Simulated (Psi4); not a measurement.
# SO (sulfur oxide): U-wB97X-D/aug-cc-pVDZ (sweep point 1)

Aim: the vertical ionisation energy of SO (sulfur oxide) at U-wB97X-D/aug-cc-pVDZ (sweep point 1), from 2 runs. The job is set up through a Python script.

Program for the calculation: Psi4 1.11.

### 1 The molecule

SO: 2 atoms, total charge 0, spin state triplet. SMILES: `O=S`. The bond length is the measured one.

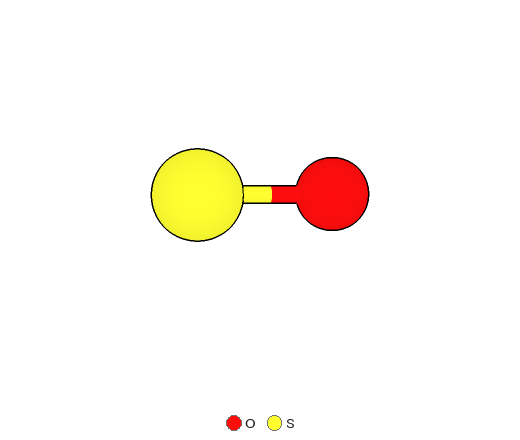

The structure, seen from a chosen angle (oxygen red, sulfur yellow).

### 2 A single-point energy at U-wB97X-D/aug-cc-pVDZ (sweep point 1)

run.py reads:

```python
import psi4

psi4.set_memory(1600000000)
psi4.set_num_threads(1)
psi4.core.set_output_file('output.dat', False)

m = psi4.geometry("""
0 3
O      0.00000000     0.00000000     0.00000000
S      0.00000000     0.00000000     2.79884880
units au
symmetry c1
""")

psi4.set_options({
    'basis': 'aug-cc-pVDZ',
    'reference': 'uks',
    'puream': True,
    'scf_type': 'pk',
    'dft_radial_points': 99,
    'dft_spherical_points': 590,
    'maxiter': 150,
})

result, w = psi4.energy("wb97x-d", molecule=m, return_wfn=True)
print(f'wb97x-d energy: {result:.10f} Eh')
for k, v in sorted(psi4.core.scalar_variables().items()):
    print(f'{k:45s} {v:18.10f}')
```

Started as:

```bash
$ python run.py
```

output.dat:

```text
[...]
  Running in c1 symmetry.
[...]
  Nuclear repulsion =   45.733088546976887
[...]
  Multiplicity = 3
[...]
  Nalpha       = 13
  Nbeta        = 11
[...]
    Number of basis functions: 50
[...]
   @UKS iter   1:  -473.24179591010375   -2.81237e-01   9.70964e-03 ADIIS/DIIS
[...]
   @UKS iter   9:  -473.33978893283216   -1.56037e-08   1.63706e-07 DIIS
[...]
   @S^2 Observed:                2.009739739E+00
[...]
    Orbital Energies [Eh]
    ---------------------
    Alpha Occupied:
       1A    -89.147038     2A    -19.352421     3A     -8.161413
       4A     -6.108313     5A     -6.108313     6A     -6.108144
       7A     -1.210464     8A     -0.789384     9A     -0.556521
      10A     -0.556521    11A     -0.551620    12A     -0.348510
      13A     -0.348510
    Alpha Virtual:
      14A      0.054101    15A      0.089100    16A      0.103391
      17A      0.103391    18A      0.154059    19A      0.215275
      20A      0.231753    21A      0.231753    22A      0.277373
      23A      0.277373    24A      0.361847    25A      0.387023
[...]
  @UKS Final Energy:  -473.33978893283216
   => Energetics <=
    Nuclear Repulsion Energy =             45.7330885469768873
    One-Electron Energy =                -743.4946654647806099
    Two-Electron Energy =                 249.1947181447493733
    DFT Exchange-Correlation Energy =     -24.7729279061702101
    Empirical Dispersion Energy =          -0.0000022536076523
    VV10 Nonlocal Energy =                  0.0000000000000000
    Total Energy =                       -473.3397889328322208
[...]
 Multipole Moments:
 ------------------------------------------------------------------------------------
     Multipole            Electronic (a.u.)      Nuclear  (a.u.)        Total (a.u.)
 ------------------------------------------------------------------------------------
 L = 1.  Multiply by 2.5417464519 to convert [e a0] to [Debye]
 Dipole X            :         -0.0000000            0.0000000           -0.0000000
 Dipole Y            :          0.0000000            0.0000000            0.0000000
 Dipole Z            :          0.5766523            0.0082894            0.5849417
 Magnitude           :                                                    0.5849417
[...]
```

On the terminal:

```text
wb97x-d energy: -473.3397889328 Eh
CURRENT ENERGY                                   -473.3397889328
CURRENT REFERENCE ENERGY                         -473.3397889328
DD SOLVATION ENERGY                                 0.0000000000
DFT FUNCTIONAL TOTAL ENERGY                      -473.3397866792
DFT TOTAL ENERGY                                 -473.3397889328
DFT VV10 ENERGY                                     0.0000000000
DFT XC ENERGY                                     -24.7729279062
DISPERSION CORRECTION ENERGY                       -0.0000022536
GRID ELECTRONS ALPHA                               12.9999999626
GRID ELECTRONS BETA                                10.9999999806
GRID ELECTRONS TOTAL                               23.9999999432
NUCLEAR REPULSION ENERGY                           45.7330885470
ONE-ELECTRON ENERGY                              -743.4946654648
PCM POLARIZATION ENERGY                             0.0000000000
PE ENERGY                                           0.0000000000
SCF ITERATION ENERGY                             -473.3397889328
SCF ITERATIONS                                      9.0000000000
SCF TOTAL ENERGY                                 -473.3397889328
TWO-ELECTRON ENERGY                               249.1947181447
WB97X-D DISPERSION CORRECTION ENERGY               -0.0000022536
XC GRID RADIAL POINTS                              99.0000000000
XC GRID SPHERICAL POINTS                          590.0000000000
XC GRID TOTAL POINTS                           114155.0000000000
```

Wall time 5.1 s (1 thread of Intel Xeon Platinum 8488C (Sapphire Rapids), shared host); peak memory 0.47 GiB.

### 3 The doublet cation

job.py reads:

```python
import psi4

psi4.set_memory(1600000000)
psi4.set_num_threads(1)
psi4.core.set_output_file('os.out', False)

molecule = psi4.geometry("""
1 2
O      0.00000000     0.00000000     0.00000000
S      0.00000000     0.00000000     2.79884880
units bohr
symmetry c1
""")

options = {'basis': 'aug-cc-pVDZ', 'reference': 'uks', 'puream': True, 'scf_type': 'pk', 'dft_radial_points': 99, 'dft_spherical_points': 590, 'maxiter': 150}
psi4.set_options(options)

result = psi4.energy("wb97x-d", molecule=molecule)
print('E =', round(result, 9))
```

Started as:

```bash
$ python job.py
```

os.out:

```text
[...]
  Running in c1 symmetry.
[...]
  Nuclear repulsion =   45.733088546976887
[...]
  Multiplicity = 2
[...]
  Nalpha       = 12
  Nbeta        = 11
[...]
    Number of basis functions: 50
[...]
   @UKS iter   1:  -472.84335940123742    1.17200e-01   9.05940e-03 DIIS/ADIIS
[...]
   @UKS iter  10:  -472.94789158659921   -2.11641e-07   7.31020e-07 DIIS
[...]
   @S^2 Observed:                7.540542330E-01
[...]
    Orbital Energies [Eh]
    ---------------------
    Alpha Occupied:
       1A    -89.548450     2A    -19.729512     3A     -8.553977
       4A     -6.503047     5A     -6.499349     6A     -6.499055
       7A     -1.551885     8A     -1.119818     9A     -0.888000
      10A     -0.883349    11A     -0.861078    12A     -0.678977
    Alpha Virtual:
      13A     -0.436310    14A     -0.219937    15A     -0.105604
      16A     -0.069521    17A     -0.068168    18A     -0.044611
      19A      0.007811    20A      0.008862    21A      0.027931
      22A      0.036016    23A      0.036878    24A      0.120219
      25A      0.124806    26A      0.149307    27A      0.287155
[...]
  @UKS Final Energy:  -472.94789158659921
   => Energetics <=
    Nuclear Repulsion Energy =             45.7330885469768873
    One-Electron Energy =                -734.7148827947369227
    Two-Electron Energy =                 240.5804457622455743
    DFT Exchange-Correlation Energy =     -24.5465408474770932
    Empirical Dispersion Energy =          -0.0000022536076523
    VV10 Nonlocal Energy =                  0.0000000000000000
    Total Energy =                       -472.9478915865992121
[...]
 Multipole Moments:
 ------------------------------------------------------------------------------------
     Multipole            Electronic (a.u.)      Nuclear  (a.u.)        Total (a.u.)
 ------------------------------------------------------------------------------------
 L = 1.  Multiply by 2.5417464519 to convert [e a0] to [Debye]
 Dipole X            :          0.0000000            0.0000000            0.0000000
 Dipole Y            :         -0.0000000            0.0000000           -0.0000000
 Dipole Z            :          0.9004801            0.0082894            0.9087695
 Magnitude           :                                                    0.9087695
[...]
```

The script printed:

```text
E = -472.947891587
```

It took 5.4 s on 1 thread of Intel Xeon Platinum 8488C (Sapphire Rapids), shared host; peak memory 0.46 GiB.

### 4 Outcome

At U-wB97X-D/aug-cc-pVDZ (sweep point 1):

| quantity | value |
| --- | --- |
| triplet SO: total energy | -473.33979 Eh |
| triplet SO: dipole moment | 1.49 D |
| triplet SO: HOMO energy (highest over α and β) | -9.48 eV |
| triplet SO: LUMO energy (lowest over α and β) | -1.60 eV |
| triplet SO: dispersion energy | -0.01 kJ/mol |
| triplet SO: ⟨S²⟩ | 2.010 |
| doublet cation: total energy | -472.94789 Eh |
| doublet cation: HOMO energy (highest over α and β) | -18.48 eV |
| doublet cation: LUMO energy (lowest over α and β) | -11.87 eV |
| doublet cation: dispersion energy | -0.01 kJ/mol |
| doublet cation: ⟨S²⟩ | 0.754 |
| vertical ionisation energy (to the doublet cation) | 10.664 eV |

Removing an electron at fixed nuclei costs 10.66 eV (1029 kJ/mol).
